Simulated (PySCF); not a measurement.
**InCl3 (SMILES [Cl][In]([Cl])[Cl]) at TPSSh/STO-3G**

What is the vertical singlet–triplet gap of InCl3 at TPSSh/STO-3G? 

Program for the calculation: PySCF 2.14.0.

1 further run of the same task is left out (set aside as unsound or not needed).

**1. The structure to begin with**

InCl3: 4 atoms, total charge 0, spin state singlet. As SMILES, `[Cl][In]([Cl])[Cl]`. Geometry: relaxed at PBE0-D4/def2-TZVP.

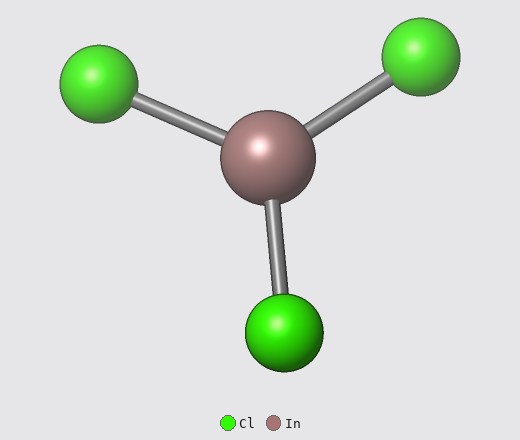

The structure, seen from a chosen angle (chlorine green, indium brown).

**2. A single-point energy at TPSSh/STO-3G**

The input, input.xyz:

```xyz
4
Cl3In
Cl    -0.202900     0.521500     2.213600
In     0.014400    -0.014800    -0.005300
Cl     1.015900    -1.985200    -0.615300
Cl    -0.772000     1.418300    -1.613200
```

The input, input.py:

```python
from pyscf import gto, dft

mol = gto.M(
    atom='input.xyz',
    max_memory=1860,
    basis='sto-3g',
    spin=0,
    verbose=3,
)

mf = dft.RKS(mol)
mf.xc = 'tpssh'
mf.conv_tol = 1e-10
mf.grids.level = 4
mf.kernel()
if not mf.converged:
    mf = mf.newton().run(mf.mo_coeff, mf.mo_occ)

etot = mf.e_tot
print('Final energy', etot)
```

Command:

```console
$ OMP_NUM_THREADS=1 python input.py
```

Output:

```text
converged SCF energy = -7050.56661019826
Final energy -7050.566610198257
```

Run time: 8.4 s. Hardware: 1 thread of Arm Neoverse V1, shared host; peak memory 0.33 GiB.

**3. The triplet**

The input, run.py:

```python
from pyscf import gto, dft

mol = gto.M(
    atom='''
Cl    -0.383425     0.985492     4.183098
In     0.027212    -0.027968    -0.010016
Cl     1.919773    -3.751484    -1.162748
Cl    -1.458869     2.680199    -3.048506
''',
    verbose=4,
    spin=2,
    charge=0,
    max_memory=1860,
    basis='sto-3g',
    unit='bohr',
)

mf = dft.UKS(mol)
mf.xc = 'tpssh'
mf.conv_tol = 1e-10
mf.grids.level = 4
mf.kernel()
if not mf.converged:
    mf = mf.newton().run(mf.mo_coeff, mf.mo_occ)

etot = mf.e_tot
print('Final energy', etot)
```

Command:

```console
$ OMP_NUM_THREADS=1 python run.py
```

Output:

```text
PySCF version 2.14.0

[INPUT] num. atoms = 4
[INPUT] num. electrons = 100
[INPUT] charge = 0
[INPUT] spin (= nelec alpha-beta = 2S) = 2
[INPUT] symmetry False subgroup None
[INPUT] Mole.unit = bohr
[INPUT] Symbol           X                Y                Z      unit          X                Y                Z       unit  Magmom
[INPUT]  1 Cl    -0.202899772097   0.521499907944   2.213600132645 AA   -0.383425000000   0.985492000000   4.183098000000 Bohr   0.0
[INPUT]  2 In     0.014399970264  -0.014800028235  -0.005300238945 AA    0.027212000000  -0.027968000000  -0.010016000000 Bohr   0.0
[INPUT]  3 Cl     1.015900121740  -1.985199839931  -0.615299743643 AA    1.919773000000  -3.751484000000  -1.162748000000 Bohr   0.0
[INPUT]  4 Cl    -0.772000228518   1.418300231531  -1.613199902553 AA   -1.458869000000   2.680199000000  -3.048506000000 Bohr   0.0

nuclear repulsion = 692.238905943635
number of shells = 26
number of NR pGTOs = 162
number of NR cGTOs = 54
basis = sto-3g
ecp = {}

******** <class 'pyscf.dft.uks.UKS'> ********
method = UKS
initial guess = minao
damping factor = 0
level_shift factor = 0
DIIS = <class 'pyscf.scf.diis.CDIIS'>
diis_start_cycle = 1
diis_space = 8
diis_damp = 0
SCF conv_tol = 1e-10
SCF conv_tol_grad = None
SCF max_cycles = 50
direct_scf = True
direct_scf_tol = 1e-13
number electrons alpha = 51  beta = 49
XC library pyscf.dft.libxc version 7.0.0
    S. Lehtola, C. Steigemann, M. J.T. Oliveira, and M. A.L. Marques.,  SoftwareX 7, 1–5 (2018)
XC functionals = tpssh
radial grids:
    Treutler-Ahlrichs [JCP 102, 346 (1995); DOI:10.1063/1.469408] (M4) radial grids

[... 12 lines left out ...]
[... the frontier-level lines of each cycle are left out ...]
[... 4 lines left out ...]
[... 1 line left out ...]
[... 5 lines left out ...]
[... 5 lines left out ...]
[... 5 lines left out ...]
[... 5 lines left out ...]
[... 5 lines left out ...]
[... 5 lines left out ...]
[... 5 lines left out ...]
[... 5 lines left out ...]
[... 5 lines left out ...]
[... 5 lines left out ...]
[... 5 lines left out ...]
[... 5 lines left out ...]
[... 5 lines left out ...]

cycle= 15 E= -7050.36170632032  delta_E= 2.7e-06  |g|= 0.00148  |ddm|= 0.0275


cycle= 16 E= -7050.36170886838  delta_E= -2.55e-06  |g|= 0.000467  |ddm|= 0.0295


cycle= 17 E= -7050.36170917457  delta_E= -3.06e-07  |g|= 2.59e-05  |ddm|= 0.00639


cycle= 18 E= -7050.36170917723  delta_E= -2.67e-09  |g|= 3.73e-05  |ddm|= 0.000559


cycle= 19 E= -7050.3617091829  delta_E= -5.67e-09  |g|= 3.03e-05  |ddm|= 0.00115


cycle= 20 E= -7050.36170918899  delta_E= -6.08e-09  |g|= 8.07e-06  |ddm|= 0.00153


cycle= 21 E= -7050.36170918978  delta_E= -7.92e-10  |g|= 2.5e-06  |ddm|= 0.000512


cycle= 22 E= -7050.36170918985  delta_E= -7.46e-11  |g|= 1.1e-06  |ddm|= 0.000136


Extra cycle  E= -7050.36170918989  delta_E= -4e-11  |g|= 2.28e-06  |ddm|= 5.9e-05
converged SCF energy = -7050.36170918989  <S^2> = 2.0023738  2S+1 = 3.0015821
Final energy -7050.361709189893
```

Wall time 52 s (1 thread of Arm Neoverse V1, shared host); peak memory 0.34 GiB.

**4. Results**

At TPSSh/STO-3G:

| quantity | value |
| --- | --- |
| singlet: total energy | -7050.56661 Eh |
| singlet: dipole moment | 0.01 D |
| singlet: HOMO energy | -6.06 eV |
| singlet: LUMO energy | 0.27 eV |
| singlet: HOMO–LUMO gap | 6.34 eV |
| triplet: total energy | -7050.36171 Eh |
| triplet: dipole moment | 0.71 D |
| triplet: HOMO energy (highest over α and β) | -0.81 eV |
| triplet: ⟨S²⟩ | 2.002 |
| vertical energy of the triplet above the singlet | 5.576 eV |

What this shows: At this shape the triplet lies 5.58 eV (129 kcal/mol) above the singlet. In a minimal basis such a difference can be off by several eV, whatever the method. Relativity is left out (singlet) although the molecule holds a heavy atom. Mulliken charges (triplet) run from -0.32 on Cl1 to +0.82 on In2; they depend strongly on the basis. Relativity is left out (triplet) although the molecule holds a heavy atom.
